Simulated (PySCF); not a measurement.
# C5F8, SMILES `FC1=C(F)C(F)(F)C(F)(F)C1(F)F`: electronic structure

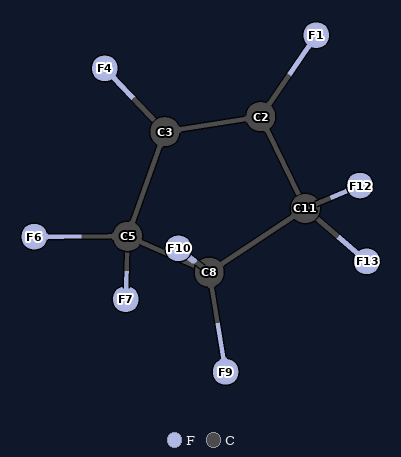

The molecule, with its atoms numbered as below. No frequency check shows the geometry to be a minimum.

Geometry (Å), atoms numbered from 1:

```
F1       1.4684    2.2691    0.1275
C2       0.6654    1.2293    0.0368
C3      -0.6683    1.2279    0.0370
F4      -1.4735    2.2659    0.1279
C5      -1.2358   -0.1704   -0.1118
F6      -2.2644   -0.4192    0.7098
F7      -1.6755   -0.3991   -1.3672
C8       0.0013   -1.0753    0.2020
F9       0.0022   -2.2186   -0.4852
F10      0.0030   -1.3841    1.5113
C11      1.2359   -0.1677   -0.1122
F12      2.2652   -0.4143    0.7092
F13      1.6757   -0.3955   -1.3677
```

### 1. Bonding charge

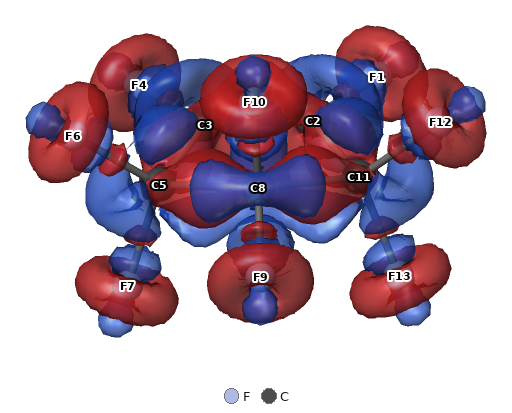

Deformation density (molecule less spherical, spin-averaged free atoms at the same positions), surfaces at ±0.1 e/Å³; red: gain, blue: loss.

Level of theory: TPSSh/cc-pVDZ (PySCF), at a geometry from GFN2-xTB.

Q: Describe the bonding that the map shows.

A: C2–C3: +0.68 e/Å³ at the bond critical point (bond length 1.33 Å, Mayer order 1.6). C8–C11 and C5–C8: +0.58 e/Å³ at the bond critical point (bond length 1.56 Å, Mayer order 0.9). C3–C5 and C2–C11: +0.56 e/Å³ at the bond critical point (bond length 1.52 Å, Mayer order 0.9). C8–F9: +0.02 e/Å³ at the bond critical point (bond length 1.33 Å, Mayer order 1.1); up to 0.6 Å beside the axis the gain reaches +0.21 e/Å³. C11–F12 and C5–F6: +0.02 e/Å³ at the bond critical point (bond length 1.34 Å, Mayer order 1.1); up to 0.6 Å beside the axis the gain reaches +0.20 e/Å³. C5–F7 and C11–F13: +0.01 e/Å³ at the bond critical point (bond length 1.35 Å, Mayer order 1.1); up to 0.6 Å beside the axis the gain reaches +0.19 e/Å³. C8–F10: +0.01 e/Å³ at the bond critical point (bond length 1.34 Å, Mayer order 1.1); up to 0.6 Å beside the axis the gain reaches +0.19 e/Å³. C3–F4 and F1–C2: −0.03 e/Å³ at the bond critical point (bond length 1.32 Å, Mayer order 1.2); up to 0.6 Å beside the axis the gain reaches +0.18 e/Å³. In all, 2.9 electrons gather in the regions of gain relative to the promolecule. A small or negative value marks a very polar bond, one between electron-rich atoms, whose free-atom densities already overlap strongly, a long bond to a heavier atom, or a closed-shell contact such as a hydrogen bond.

Q: Where do the Hirshfeld charges lie?

A: The highest Hirshfeld charge is on C5 and C11 (+0.14 e), the lowest on F7 and F13 (−0.08 e).

```json
{"atom": "F1", "charge (e)": "−0.03"}
{"atom": "C2", "charge (e)": "+0.04"}
{"atom": "C3", "charge (e)": "+0.04"}
{"atom": "F4", "charge (e)": "−0.03"}
{"atom": "C5", "charge (e)": "+0.14"}
{"atom": "F6", "charge (e)": "−0.07"}
{"atom": "F7", "charge (e)": "−0.08"}
{"atom": "C8", "charge (e)": "+0.14"}
{"atom": "F9", "charge (e)": "−0.07"}
{"atom": "F10", "charge (e)": "−0.08"}
{"atom": "C11", "charge (e)": "+0.14"}
{"atom": "F12", "charge (e)": "−0.07"}
{"atom": "F13", "charge (e)": "−0.08"}
```

### 2. Bond critical points

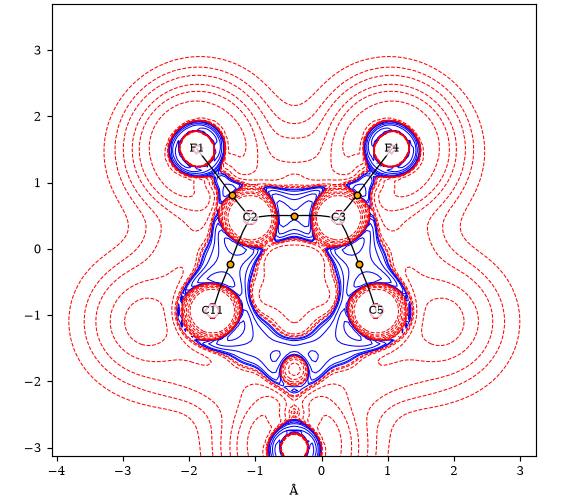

Negative Laplacian of the density (−∇²ρ) in the plane of F1, C2, C3, F4, C5 and C11 (solid blue lines positive, dashed red lines negative, contours at ±0.02 to ±8 a.u.), with bond paths and bond critical points (dots).

Q: Sort the bonds in the plane by the sign of ∇²ρ at their critical points.

A: Concentrated (∇²ρ < 0): C2–C3 (−0.85 a.u.); C3–C5 and C2–C11 (−0.60 a.u.). Depleted (∇²ρ > 0): C3–F4 and F1–C2 (+0.19 a.u., H = −0.383). A positive Laplacian with clearly negative H marks a strongly polar covalent bond, whose critical point lies close to the core of the less electronegative atom.

Q: Where along C3–F4 does the critical point lie?

A: 0.44 Å from C3 and 0.88 Å from F4.

### 3. Local ionisation energy

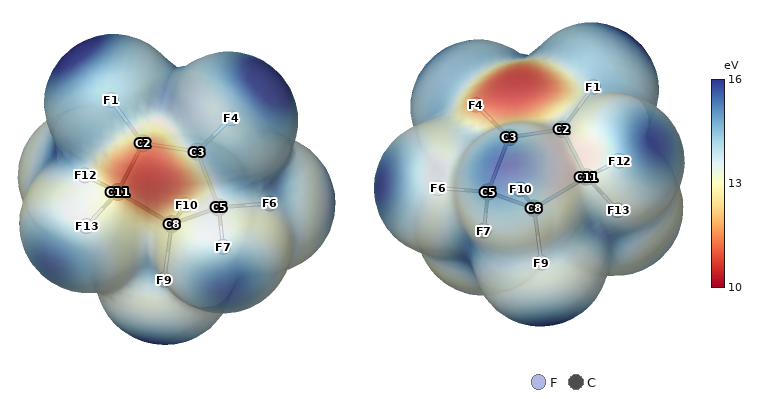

Average local ionisation energy on the surface of electron density 0.001 a.u. (back view left, front view right).

Q: Locate the minima of the map.

A: The lowest value is 10.5 eV, off the C2–C3 bond (2.1 to 2.2 Å from its atoms). Further minima include 13.1 eV, 1.6 Å from F13, and at like points elsewhere. For comparison, the highest occupied orbital lies at −8.0 eV.

### 4. In an electric field

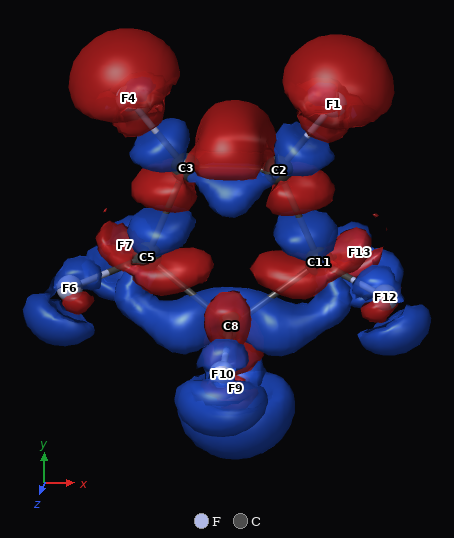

Change of the electron density in a uniform field of 0.51 V/Å, surfaces at ±0.004 e/Å³ (red: gain, blue: loss).

Method: TPSS/def2-SVP; geometry: GFN2-xTB; program: PySCF. A basis without diffuse functions makes polarisabilities too small.

Q: Along which Cartesian direction does the field point?

A: Along −y: electrons gather on the +y side, against the field.

Q: What dipole is induced, and what polarisability does it imply?

A: The induced dipole is 1.32 D (along the field); α along this axis, from the fields in both directions, is 52 bohr³ (7.7 Å³).

Q: Which atoms gain and lose the most charge?

A: Electrons gather most on F1 and F4 alike (Hirshfeld charge changes by −0.022 e) and leave F9 most (+0.023 e); 0.126 electrons are displaced in all.

### 5. Localised orbitals

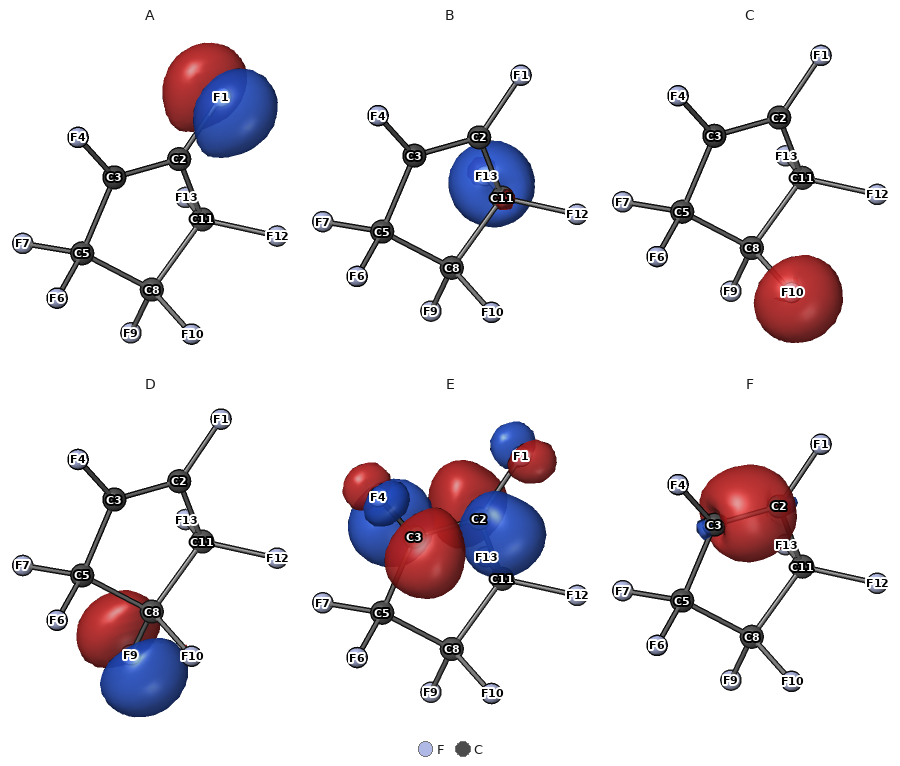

Intrinsic bond orbitals (IBO), occupied and valence-virtual; each surface holds about 85 % of the orbital's density. Energies are diagonal elements of the Fock matrix.

Computed with PySCF, ωB97X/def2-SVP, geometry: GFN2-xTB.

Q: Name the orbitals, with their atomic make-up and energies.

A: By panel:
- A: lone pair on F1 (p-type) (F1 95 %; −16.4 eV)
- B: σ bond F13–C11 (F13 68 %, C11 31 %; −29.1 eV)
- C: lone pair on F10 (sp0.4-type) (F10 100 %; −27.7 eV)
- D: lone pair on F9 (p-type) (F9 96 %; −16.2 eV)
- E: σ* orbital C2–C3 (C2 45 %, C3 45 %, F1 4 %; 2.5 eV)
- F: σ bond C3–C2 (C3 50 %, C2 50 %; −23.7 eV)
